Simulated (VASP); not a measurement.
Band structure of Eu (bcc). All values below come from vdW-DF-cx, VASP's PBE PAW potentials (set 64) (plane waves; VASP).

The 4f electrons are frozen in the core of the lanthanide potential, so 4f levels, which can set the real gap, and their magnetism are missing.

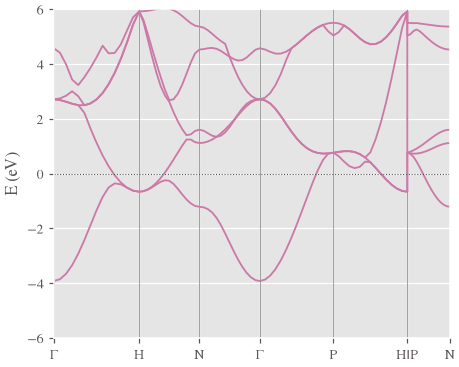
*Bands along high-symmetry lines, zero at the valence-band maximum or, without a gap, the Fermi level*

**Question.** Read the plot: is there a gap, and where are the band edges?

**Answer.** It has no gap at this level: it comes out as a metal or semimetal. (Edges off the drawn lines would not show.)

The compound is Eu in the bcc structure. It was relaxed first, which changed the volume by -18 %.
